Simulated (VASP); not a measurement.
Band structure of CsSnI₃ (cubic perovskite). Calculation: PBEsol GGA, VASP's PBE PAW potentials (set 64) (plane waves; VASP).

Unless said otherwise, spin-orbit coupling is left out, though it shifts the bands of the heavy elements here.

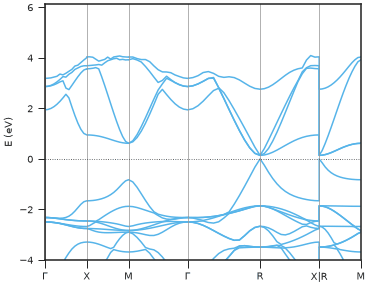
Bands along high-symmetry lines, zero at the valence-band maximum or, without a gap, the Fermi level

Problem. Read the plot: is there a gap, and where are the band edges?

Solution. The gap is direct, 0.14 eV, from the valence maximum at R to the conduction minimum at R. (Edges off the drawn lines would not show.)

The compound is CsSnI3 in the cubic perovskite structure, the ideal cubic form; the compound distorts at low or room temperature. It was relaxed first.
